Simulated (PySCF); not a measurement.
# One shape, several levels: [SiCl3]+ (SMILES Cl[Si+](Cl)Cl)

We compute a comparison of 5 runs (HF/STO-3G, HF/3-21G, HF/6-31G, HF/aug-cc-pVDZ, PBE0/def2-SVP) of [SiCl3]+. 

Program for the calculation: PySCF 2.14.0.

## Step 1: The structure to begin with

[SiCl3]+: 4 atoms, total charge +1, spin state singlet. SMILES: `Cl[Si+](Cl)Cl`. Geometry: relaxed at PBE0-D4/def2-TZVP.

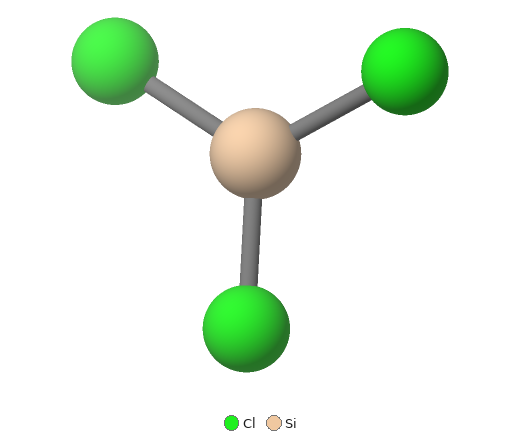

The structure, seen from a chosen angle (chlorine green, silicon light orange).

## Step 2: Energy and gradient at HF/STO-3G (run 1)

File calc.py:

```python
# Cl[Si+](Cl)Cl
from pyscf import gto

system = gto.M(
    atom='''
Cl    -2.940414    -1.175977     1.872530
Si     0.000000    -0.000189    -0.000189
Cl     3.348595    -1.265361     0.849432
Cl    -0.408181     2.441526    -2.721773
''',
    charge=1,
    unit='bohr',
    basis='sto-3g',
    max_memory=1860,
    verbose=3,
)

mf = system.RHF()
mf.conv_tol = 1e-10
mf.kernel()
if not mf.converged:
    mf = mf.newton().run(mf.mo_coeff, mf.mo_occ)

e_tot = mf.e_tot
print('E(%s) = %.9f' % ('HF', e_tot))
grad = mf.nuc_grad_method().kernel()
mf.analyze()
```

On the command line:

```sh
$ OMP_NUM_THREADS=1 python calc.py
```

What it wrote:

```text
converged SCF energy = -1649.18468497349
E(HF) = -1649.184684973
--------------- RHF gradients ---------------
         x                y                z
0 Cl     0.0394123509     0.0157641182    -0.0250974999
1 Si     0.0000001707    -0.0000019717    -0.0000020593
2 Cl    -0.0448812522     0.0169598191    -0.0113819090
3 Cl     0.0054687307    -0.0327219655     0.0364814682
----------------------------------------------
**** MO energy ****
MO #1   energy= -104.040256070923  occ= 2
MO #2   energy= -104.040254308239  occ= 2
MO #3   energy= -104.040250593033  occ= 2
MO #4   energy= -68.533454772202   occ= 2
MO #5   energy= -10.7162351547371  occ= 2
MO #6   energy= -10.7161206195154  occ= 2
MO #7   energy= -10.716117933259   occ= 2
MO #8   energy= -8.16048022871739  occ= 2
MO #9   energy= -8.16036128334744  occ= 2
MO #10  energy= -8.16035858833631  occ= 2
MO #11  energy= -8.15388633242286  occ= 2
MO #12  energy= -8.153683164724    occ= 2
MO #13  energy= -8.15368053724742  occ= 2
MO #14  energy= -8.15311618351661  occ= 2
MO #15  energy= -8.15309341758035  occ= 2
MO #16  energy= -8.15309063476762  occ= 2
MO #17  energy= -6.49872229164621  occ= 2
MO #18  energy= -4.52436497045221  occ= 2
MO #19  energy= -4.52436475664512  occ= 2
MO #20  energy= -4.52063089818498  occ= 2
MO #21  energy= -1.38943883745688  occ= 2
MO #22  energy= -1.32580060275266  occ= 2
MO #23  energy= -1.32579698003188  occ= 2
MO #24  energy= -0.908935520523345 occ= 2
MO #25  energy= -0.793836780615572 occ= 2
MO #26  energy= -0.793834495141395 occ= 2
MO #27  energy= -0.762262636020119 occ= 2
MO #28  energy= -0.693774030443518 occ= 2
MO #29  energy= -0.693772829016149 occ= 2
MO #30  energy= -0.693052469016249 occ= 2
MO #31  energy= -0.693050066541743 occ= 2
MO #32  energy= -0.689539973838999 occ= 2
MO #33  energy= -0.162851734900317 occ= 0
MO #34  energy= -0.109135071337968 occ= 0
MO #35  energy= 0.131977737732169  occ= 0
MO #36  energy= 0.131995078323674  occ= 0
 ** Mulliken atomic charges  **
charge of    0Cl =     -0.01271
charge of    1Si =      1.03811
charge of    2Cl =     -0.01270
charge of    3Cl =     -0.01270

WARN: System has nonzero charge 1; the dipole moment is origin-dependent.
Location of origin: [0. 0. 0.]

Dipole moment(X, Y, Z, Debye):  0.00005, -0.00077, -0.00081
```

Wall time 1.7 s (1 thread of Intel Xeon at 2.70GHz, shared host); peak memory 0.12 GiB.

## Step 3: Energy and forces at HF/3-21G (run 2)

File input.py:

```python
from pyscf import gto

mol = gto.Mole()
mol.atom = '''
Cl      -1.556000      -0.622300       0.990900
Si       0.000000      -0.000100      -0.000100
Cl       1.772000      -0.669600       0.449500
Cl      -0.216000       1.292000      -1.440300
'''
mol.charge = 1
mol.max_memory = 1860
mol.basis = '3-21g'
mol.verbose = 3
mol.build()

mf = mol.RHF()
mf.conv_tol = 1e-10
mf.kernel()
if not mf.converged:
    mf = mf.newton().run(mf.mo_coeff, mf.mo_occ)

e_final = mf.e_tot
print('Final energy', e_final)
grad = mf.nuc_grad_method().kernel()
mf.analyze()
```

On the command line:

```sh
$ OMP_NUM_THREADS=1 python input.py
```

What it wrote:

```text
converged SCF energy = -1659.02092595593
Final energy -1659.0209259559256
--------------- RHF gradients ---------------
         x                y                z
0 Cl     0.0480163548     0.0192054948    -0.0305764564
1 Si    -0.0000005102    -0.0000025883    -0.0000020330
2 Cl    -0.0546786790     0.0206622586    -0.0138667772
3 Cl     0.0066628344    -0.0398651651     0.0444452666
----------------------------------------------
**** MO energy ****
MO #1   energy= -104.389577421756  occ= 2
MO #2   energy= -104.389575019312  occ= 2
MO #3   energy= -104.389396757988  occ= 2
MO #4   energy= -68.7366580543903  occ= 2
MO #5   energy= -10.7870160571398  occ= 2
MO #6   energy= -10.7870138364021  occ= 2
MO #7   energy= -10.786420009368   occ= 2
MO #8   energy= -8.24941329287974  occ= 2
MO #9   energy= -8.2494111157688   occ= 2
MO #10  energy= -8.24918980199383  occ= 2
MO #11  energy= -8.24459190874034  occ= 2
MO #12  energy= -8.24440129943203  occ= 2
MO #13  energy= -8.24439911044325  occ= 2
MO #14  energy= -8.24415573722687  occ= 2
MO #15  energy= -8.24410840567274  occ= 2
MO #16  energy= -8.24410614092255  occ= 2
MO #17  energy= -6.55124516547848  occ= 2
MO #18  energy= -4.6471687921062   occ= 2
MO #19  energy= -4.6471684952293   occ= 2
MO #20  energy= -4.64220740035414  occ= 2
MO #21  energy= -1.451351647337    occ= 2
MO #22  energy= -1.39448393489076  occ= 2
MO #23  energy= -1.39448029385856  occ= 2
MO #24  energy= -0.9551138532112   occ= 2
MO #25  energy= -0.838317958587743 occ= 2
MO #26  energy= -0.838314877376432 occ= 2
MO #27  energy= -0.798182785465808 occ= 2
MO #28  energy= -0.738733770195784 occ= 2
MO #29  energy= -0.738731960745721 occ= 2
MO #30  energy= -0.731838794385756 occ= 2
MO #31  energy= -0.731836321280764 occ= 2
MO #32  energy= -0.719036083085988 occ= 2
MO #33  energy= -0.232222852689073 occ= 0
MO #34  energy= -0.190549624268362 occ= 0
MO #35  energy= -0.0287584423737502 occ= 0
MO #36  energy= -0.0287456358683523 occ= 0
MO #37  energy= 0.112531272309442  occ= 0
MO #38  energy= 0.204407312002129  occ= 0
MO #39  energy= 0.208193867297716  occ= 0
MO #40  energy= 0.208194246937718  occ= 0
MO #41  energy= 0.521310946167246  occ= 0
MO #42  energy= 0.52131285593165   occ= 0
MO #43  energy= 0.546875011637112  occ= 0
MO #44  energy= 0.559500632007407  occ= 0
MO #45  energy= 0.559506106693831  occ= 0
MO #46  energy= 0.651041771970234  occ= 0
MO #47  energy= 0.651048693855557  occ= 0
MO #48  energy= 0.651552914180286  occ= 0
MO #49  energy= 0.656831642596502  occ= 0
MO #50  energy= 0.65754760673347   occ= 0
MO #51  energy= 0.802131603382567  occ= 0
MO #52  energy= 0.802135218044925  occ= 0
 ** Mulliken atomic charges  **
charge of    0Cl =     -0.02369
charge of    1Si =      1.07107
charge of    2Cl =     -0.02369
charge of    3Cl =     -0.02369

WARN: System has nonzero charge 1; the dipole moment is origin-dependent.
Location of origin: [0. 0. 0.]

Dipole moment(X, Y, Z, Debye):  0.00005, -0.00067, -0.00071
```

It took 1.8 s on 1 thread of Intel Xeon at 2.70GHz, shared host; peak memory 0.13 GiB.

Runs 3 to 4 aren't shown in full; the table further down has their settings and results.

## Step 4: Energy and gradient at PBE0/def2-SVP (run 5)

File job.py:

```python
from pyscf import gto, dft

molecule = gto.M(
    atom=[
    ('Cl', (-1.556000, -0.622300, 0.990900)),
    ('Si', (-0.000000, -0.000100, -0.000100)),
    ('Cl', (1.772000, -0.669600, 0.449500)),
    ('Cl', (-0.216000, 1.292000, -1.440300)),
],
    max_memory=1860,
    verbose=4,
    basis='def2-svp',
    charge=1,
)

calc0 = dft.RKS(molecule, xc='pbe0')
calc0.grids.level = 5
calc0.conv_tol = 1e-10
calc0.kernel()
if not calc0.converged:
    calc0 = calc0.newton().run(calc0.mo_coeff, calc0.mo_occ)

e_tot = calc0.e_tot
print('Final energy', e_tot)
grad = calc0.nuc_grad_method().kernel()
dip = calc0.dip_moment()
pop, q = calc0.mulliken_pop()
```

On the command line:

```sh
$ OMP_NUM_THREADS=1 python job.py
```

What it wrote:

```text
PySCF version 2.14.0

[INPUT] num. atoms = 4
[INPUT] num. electrons = 64
[INPUT] charge = 1
[INPUT] spin (= nelec alpha-beta = 2S) = 0
[INPUT] symmetry False subgroup None
[INPUT] Mole.unit = angstrom
[INPUT] Symbol           X                Y                Z      unit          X                Y                Z       unit  Magmom
[INPUT]  1 Cl    -1.556000000000  -0.622300000000   0.990900000000 AA   -2.940413849823  -1.175976567317   1.872529616832 Bohr   0.0
[INPUT]  2 Si     0.000000000000  -0.000100000000  -0.000100000000 AA    0.000000000000  -0.000188972612  -0.000188972612 Bohr   0.0
[INPUT]  3 Cl     1.772000000000  -0.669600000000   0.449500000000 AA    3.348594692729  -1.265360613009   0.849431892992 Bohr   0.0
[INPUT]  4 Cl    -0.216000000000   1.292000000000  -1.440300000000 AA   -0.408180842906   2.441526152938  -2.721772537211 Bohr   0.0

nuclear repulsion = 330.127151083418
number of shells = 32
number of NR pGTOs = 144
number of NR cGTOs = 72
basis = def2-svp
ecp = {}

[... 48 lines left out ...]
converged SCF energy = -1668.80112455371
Final energy -1668.8011245537127
[... 12 lines left out ...]
WARN: System has nonzero charge 1; the dipole moment is origin-dependent.
[... 2 lines left out ...]
Dipole moment(X, Y, Z, Debye):  0.00003, -0.00044, -0.00046
[... 38 lines left out ...]
pop of  2 Cl 2s           1.98595
pop of  2 Cl 3s           1.30349
pop of  2 Cl 4s           0.64477
pop of  2 Cl 2px          1.97505
pop of  2 Cl 2py          1.97769
pop of  2 Cl 2pz          1.97810
pop of  2 Cl 3px          0.65333
pop of  2 Cl 3py          0.74140
pop of  2 Cl 3pz          0.75715
pop of  2 Cl 4px          0.80597
pop of  2 Cl 4py          1.03116
pop of  2 Cl 4pz          1.05621
pop of  2 Cl 3dxy         0.00871
pop of  2 Cl 3dyz         0.00128
pop of  2 Cl 3dz^2        0.00389
pop of  2 Cl 3dxz         0.00716
pop of  2 Cl 3dx2-y2      0.00899
pop of  3 Cl 1s           1.99943
pop of  3 Cl 2s           1.98595
pop of  3 Cl 3s           1.30349
pop of  3 Cl 4s           0.64477
pop of  3 Cl 2px          1.97866
pop of  3 Cl 2py          1.97627
pop of  3 Cl 2pz          1.97591
pop of  3 Cl 3px          0.78105
pop of  3 Cl 3py          0.69095
pop of  3 Cl 3pz          0.67987
pop of  3 Cl 4px          1.08013
pop of  3 Cl 4py          0.92290
pop of  3 Cl 4pz          0.89031
pop of  3 Cl 3dxy         0.00314
pop of  3 Cl 3dyz         0.01145
pop of  3 Cl 3dz^2        0.00721
pop of  3 Cl 3dxz         0.00391
pop of  3 Cl 3dx2-y2      0.00433
 ** Mulliken atomic charges  **
charge of    0Cl =      0.06026
charge of    1Si =      0.81922
charge of    2Cl =      0.06026
charge of    3Cl =      0.06026
```

Run time: 17 s. Hardware: 1 thread of Intel Xeon at 2.70GHz, shared host; peak memory 0.7 GiB.

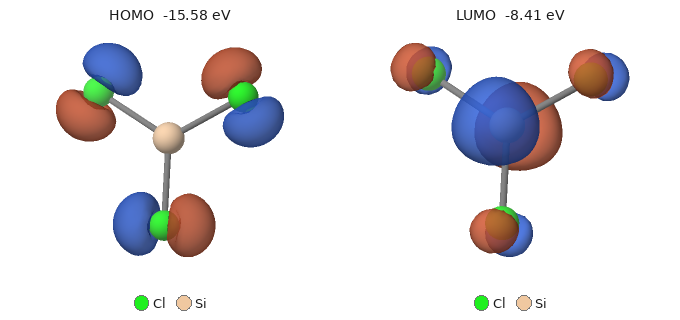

Frontier orbitals of this run, surfaces at ±0.2 Å^-3/2.

## Step 5: Overview of the runs

```csv
run,level,integration grid,energy (Eh),HOMO energy (eV),LUMO energy (eV),HOMO–LUMO gap (eV),wall time
1,HF/STO-3G,–,-1649.184685,-18.76,-4.43,14.33,1.7 s
2,HF/3-21G,–,-1659.020926,-19.57,-6.32,13.25,1.8 s
3,HF/6-31G,–,-1666.987364,-19.50,-6.29,13.22,6 s
4,HF/aug-cc-pVDZ,–,-1667.278879,-18.80,-4.91,13.90,16 s
5,PBE0/def2-SVP,5,-1668.801125,-15.58,-8.41,7.18,17 s
```

## Step 6: Outcome

| quantity | value |
| --- | --- |
| run 5: total energy | -1668.80112 Eh |
| run 5: HOMO energy | -15.58 eV |
| run 5: LUMO energy | -8.41 eV |
| run 5: HOMO–LUMO gap | 7.18 eV |
| run 5: largest force on an atom | 0.475 eV/Å |

In words: The HOMO–LUMO gap runs from 7.18 eV (PBE0/def2-SVP) to 14.33 eV (HF/STO-3G). The two ends differ in method and basis. In run 1 the basis is minimal, so the values are rough. All runs together took 42 s, the longest 17 s.
